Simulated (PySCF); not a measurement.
**H2O3 (trioxidane) at MP2/STO-6G**

What is the vertical ionisation energy of H2O3 (trioxidane) at MP2/STO-6G? Input form: a Python script.

Program for the calculation: PySCF 2.14.0.

5 further runs of the same task are left out: 5 set aside as unsound or not needed.

## (1) The structure to begin with

The species is H2O3 (5 atoms), meant as a singlet with charge 0. As SMILES, `OOO`. The shape is that of a PBE0-D4/def2-TZVP optimisation. This is a higher conformer, about 11 kJ/mol above the lowest found by a separate search.

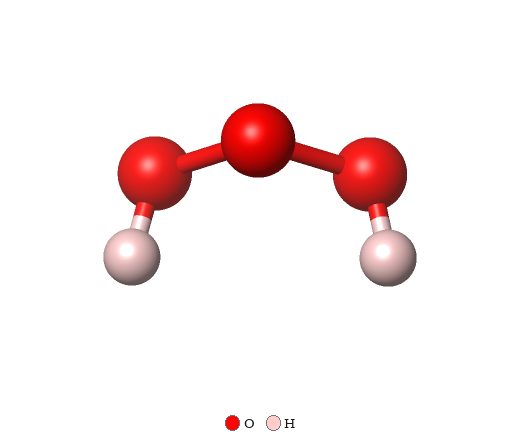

The structure, seen from a chosen angle (oxygen red, hydrogen pink).

## (2) The energy at MP2/STO-6G

File calc.py:

```python
# OOO
from pyscf import gto, mp

molecule = gto.M(
    atom=[
    ('O', (-0.968320, -0.699970, -0.146130)),
    ('O', (-0.133650, -0.043580, 0.770240)),
    ('O', (1.173090, -0.066850, 0.261080)),
    ('H', (-1.310410, 0.028200, -0.685190)),
    ('H', (1.239280, 0.782200, -0.199990)),
],
    max_memory=1860,
    basis='sto-6g',
    spin=0,
    verbose=4,
)

calc0 = molecule.RHF()
calc0.conv_tol = 1e-10
calc0.kernel()
if not calc0.converged:
    calc0 = calc0.newton().run(calc0.mo_coeff, calc0.mo_occ)

pt = mp.MP2(calc0, frozen=3).run()
energy = pt.e_tot
print('Final energy', energy)
```

On the command line:

```console
OMP_NUM_THREADS=1 python calc.py
```

Standard output:

```text
PySCF version 2.14.0

[INPUT] num. atoms = 5
[INPUT] num. electrons = 26
[INPUT] charge = 0
[INPUT] spin (= nelec alpha-beta = 2S) = 0
[INPUT] symmetry False subgroup None
[INPUT] Mole.unit = angstrom
[INPUT] Symbol           X                Y                Z      unit          X                Y                Z       unit  Magmom
[INPUT]  1 O     -0.968320000000  -0.699970000000  -0.146130000000 AA   -1.829859600939  -1.322751595412  -0.276145678583 Bohr   0.0
[INPUT]  2 O     -0.133650000000  -0.043580000000   0.770240000000 AA   -0.252561896548  -0.082354264509   1.455542650185 Bohr   0.0
[INPUT]  3 O      1.173090000000  -0.066850000000   0.261080000000 AA    2.216818819466  -0.126328191427   0.493369696601 Bohr   0.0
[INPUT]  4 H     -1.310410000000   0.028200000000  -0.685190000000 AA   -2.476316010891   0.053290276713  -1.294821443291 Bohr   0.0
[INPUT]  5 H      1.239280000000   0.782200000000  -0.199990000000 AA    2.341899791651   1.478143774635  -0.377926327652 Bohr   0.0

nuclear repulsion = 79.855181698078
number of shells = 11
number of NR pGTOs = 102
number of NR cGTOs = 17
basis = sto-6g
ecp = {}

******** <class 'pyscf.scf.hf.RHF'> ********
method = RHF
initial guess = minao
damping factor = 0
level_shift factor = 0
DIIS = <class 'pyscf.scf.diis.CDIIS'>
diis_start_cycle = 1
diis_space = 8
diis_damp = 0
SCF conv_tol = 1e-10
SCF conv_tol_grad = None
SCF max_cycles = 50
direct_scf = True
direct_scf_tol = 1e-13
Set gradient conv threshold to 1e-05
Initial guess from minao.
init E= -224.810664899603
  HOMO = -0.287963500929896  LUMO = 0.116645570543475  gap/eV = 11.00997
cycle= 1 E= -224.661066034734  delta_E= 0.15  |g|= 0.322  |ddm|= 2.98
  HOMO = -0.338031942391773  LUMO = 0.454714781026923  gap/eV = 21.57174
cycle= 2 E= -224.702077283901  delta_E= -0.041  |g|= 0.0832  |ddm|= 0.513
  HOMO = -0.367928231378937  LUMO = 0.434512365207005  gap/eV = 21.83552
cycle= 3 E= -224.704769123103  delta_E= -0.00269  |g|= 0.0225  |ddm|= 0.116
  HOMO = -0.380593777010871  LUMO = 0.423044626463645  gap/eV = 21.86811
cycle= 4 E= -224.705032305685  delta_E= -0.000263  |g|= 0.00365  |ddm|= 0.0423
  HOMO = -0.379016614819935  LUMO = 0.424480736591075  gap/eV = 21.86428
cycle= 5 E= -224.705041774691  delta_E= -9.47e-06  |g|= 0.000836  |ddm|= 0.00841
  HOMO = -0.378907604241208  LUMO = 0.424572308339671  gap/eV = 21.86380
cycle= 6 E= -224.705042434465  delta_E= -6.6e-07  |g|= 0.000161  |ddm|= 0.0028
  HOMO = -0.378939237760474  LUMO = 0.42450317934974  gap/eV = 21.86278
cycle= 7 E= -224.705042459725  delta_E= -2.53e-08  |g|= 3.91e-05  |ddm|= 0.000547
  HOMO = -0.378933416104795  LUMO = 0.424503021806104  gap/eV = 21.86262
cycle= 8 E= -224.70504246142  delta_E= -1.7e-09  |g|= 8.7e-06  |ddm|= 0.00015
  HOMO = -0.378932090760466  LUMO = 0.424502728556225  gap/eV = 21.86258
cycle= 9 E= -224.705042461513  delta_E= -9.26e-11  |g|= 1.36e-06  |ddm|= 3.89e-05
  HOMO = -0.378932002962423  LUMO = 0.424503089959572  gap/eV = 21.86258
Extra cycle  E= -224.705042461514  delta_E= -1.36e-12  |g|= 6.17e-07  |ddm|= 2.76e-06
converged SCF energy = -224.705042461514

******** <class 'pyscf.mp.mp2.RMP2'> ********
nocc = 10, nmo = 14
frozen orbitals 3
E(RMP2) = -224.823191437003  E_corr = -0.118148975489335
E(SCS-RMP2) = -224.836818511145  E_corr = -0.131776049631392
E_corr(same-spin) = -0.0115416011028567
E_corr(oppo-spin) = -0.106607374386478
Final energy -224.82319143700337
```

Run time: 0.88 s. Hardware: 1 thread of Arm Neoverse V1, shared host; peak memory 0.12 GiB.

## (3) The doublet cation

File job.py:

```python
from pyscf import gto, scf, mp

molecule = gto.M(
    atom='''
O     -0.968320    -0.699970    -0.146130
O     -0.133650    -0.043580     0.770240
O      1.173090    -0.066850     0.261080
H     -1.310410     0.028200    -0.685190
H      1.239280     0.782200    -0.199990
''',
    charge=1,
    spin=1,
    max_memory=1860,
    verbose=4,
    basis='sto-6g',
)

myscf = scf.UHF(molecule)
myscf.conv_tol = 1e-10
myscf.kernel()
if not myscf.converged:
    myscf = myscf.newton().run(myscf.mo_coeff, myscf.mo_occ)

pt = mp.MP2(myscf, frozen=3).run()
etot = pt.e_tot
print('E = %.10f Eh' % etot)
```

On the command line:

```console
OMP_NUM_THREADS=1 python job.py
```

Standard output:

```text
PySCF version 2.14.0

[INPUT] num. atoms = 5
[INPUT] num. electrons = 25
[INPUT] charge = 1
[INPUT] spin (= nelec alpha-beta = 2S) = 1
[INPUT] symmetry False subgroup None
[INPUT] Mole.unit = angstrom
[INPUT] Symbol           X                Y                Z      unit          X                Y                Z       unit  Magmom
[INPUT]  1 O     -0.968320000000  -0.699970000000  -0.146130000000 AA   -1.829859600939  -1.322751595412  -0.276145678583 Bohr   0.0
[INPUT]  2 O     -0.133650000000  -0.043580000000   0.770240000000 AA   -0.252561896548  -0.082354264509   1.455542650185 Bohr   0.0
[INPUT]  3 O      1.173090000000  -0.066850000000   0.261080000000 AA    2.216818819466  -0.126328191427   0.493369696601 Bohr   0.0
[INPUT]  4 H     -1.310410000000   0.028200000000  -0.685190000000 AA   -2.476316010891   0.053290276713  -1.294821443291 Bohr   0.0
[INPUT]  5 H      1.239280000000   0.782200000000  -0.199990000000 AA    2.341899791651   1.478143774635  -0.377926327652 Bohr   0.0

nuclear repulsion = 79.855181698078
number of shells = 11
number of NR pGTOs = 102
number of NR cGTOs = 17
basis = sto-6g
ecp = {}

******** <class 'pyscf.scf.uhf.UHF'> ********
method = UHF
initial guess = minao
damping factor = 0
level_shift factor = 0
DIIS = <class 'pyscf.scf.diis.CDIIS'>
diis_start_cycle = 1
diis_space = 8
diis_damp = 0
SCF conv_tol = 1e-10
SCF conv_tol_grad = None
SCF max_cycles = 50
direct_scf = True
direct_scf_tol = 1e-13
number electrons alpha = 13  beta = 12
Set gradient conv threshold to 1e-05
init E= -224.810664899603
[... the frontier-level lines of each cycle are left out ...]

cycle= 1 E= -224.266044902733  delta_E= 0.545  |g|= 0.398  |ddm|= 2.12
cycle= 2 E= -224.356361540796  delta_E= -0.0903  |g|= 0.208  |ddm|= 0.662
cycle= 3 E= -224.390320676918  delta_E= -0.034  |g|= 0.0634  |ddm|= 0.244
cycle= 4 E= -224.400784534217  delta_E= -0.0105  |g|= 0.0293  |ddm|= 0.188
cycle= 5 E= -224.403555747123  delta_E= -0.00277  |g|= 0.0105  |ddm|= 0.126
cycle= 6 E= -224.403845371988  delta_E= -0.00029  |g|= 0.00876  |ddm|= 0.028
cycle= 7 E= -224.404365623298  delta_E= -0.00052  |g|= 0.00594  |ddm|= 0.0694
cycle= 8 E= -224.404686815144  delta_E= -0.000321  |g|= 0.00382  |ddm|= 0.0747
cycle= 9 E= -224.404765842318  delta_E= -7.9e-05  |g|= 0.00198  |ddm|= 0.0348
cycle= 10 E= -224.40478698865  delta_E= -2.11e-05  |g|= 0.00166  |ddm|= 0.0158
cycle= 11 E= -224.40480178899  delta_E= -1.48e-05  |g|= 0.000665  |ddm|= 0.017
cycle= 12 E= -224.404804755057  delta_E= -2.97e-06  |g|= 0.000262  |ddm|= 0.00609
cycle= 13 E= -224.404805202677  delta_E= -4.48e-07  |g|= 0.000105  |ddm|= 0.00382
cycle= 14 E= -224.404805241842  delta_E= -3.92e-08  |g|= 5.83e-05  |ddm|= 0.000808
cycle= 15 E= -224.404805260575  delta_E= -1.87e-08  |g|= 3.23e-05  |ddm|= 0.000545
cycle= 16 E= -224.404805266606  delta_E= -6.03e-09  |g|= 1.17e-05  |ddm|= 0.000294
cycle= 17 E= -224.404805267192  delta_E= -5.85e-10  |g|= 4.05e-06  |ddm|= 8.93e-05
cycle= 18 E= -224.404805267241  delta_E= -4.95e-11  |g|= 1.42e-06  |ddm|= 3.25e-05
Extra cycle  E= -224.404805267244  delta_E= -2.67e-12  |g|= 7.43e-07  |ddm|= 2.22e-06
converged SCF energy = -224.404805267244  <S^2> = 0.79438914  2S+1 = 2.0439072

******** <class 'pyscf.mp.ump2.UMP2'> ********
nocc = (np.int64(10), np.int64(9)), nmo = (14, 14)
frozen orbitals 3
E(UMP2) = -224.520486064159  E_corr = -0.115680796915023
E(SCS-UMP2) = -224.529816947309  E_corr = -0.125011680064764
E_corr(same-spin) = -0.0159291648845353
E_corr(oppo-spin) = -0.099751632030488
E = -224.5204860642 Eh
```

Run time: 0.91 s. Hardware: 1 thread of Arm Neoverse V1, shared host; peak memory 0.12 GiB.

## (4) What came out

Level: MP2/STO-6G, 3 core orbitals frozen.

| quantity | value |
| --- | --- |
| singlet H2O3: total energy | -224.82319 Eh |
| singlet H2O3: dipole moment (Hartree–Fock density) | 2.91 D |
| singlet H2O3: HOMO energy (Hartree–Fock orbitals) | -10.31 eV |
| singlet H2O3: LUMO energy (Hartree–Fock orbitals) | 11.55 eV |
| singlet H2O3: HOMO–LUMO gap (Hartree–Fock orbitals) | 21.86 eV |
| singlet H2O3: correlation energy (3 core orbitals frozen) | -118.1 mEh |
| doublet cation: total energy | -224.52049 Eh |
| doublet cation: HOMO energy (Hartree–Fock orbitals) (highest over α and β) | -21.58 eV |
| doublet cation: LUMO energy (Hartree–Fock orbitals) (lowest over α and β) | -5.15 eV |
| doublet cation: correlation energy (3 core orbitals frozen) | -115.7 mEh |
| doublet cation: ⟨S²⟩ of the reference determinant | 0.794 |
| vertical ionisation energy (to the doublet cation) | 8.237 eV |

What this shows: The vertical ionisation energy comes to 8.24 eV (190 kcal/mol). In a minimal basis such a difference can be off by several eV, whatever the method. Mulliken charges (singlet H2O3) of the mean-field density run from -0.19 on O1 to +0.21 on H4.
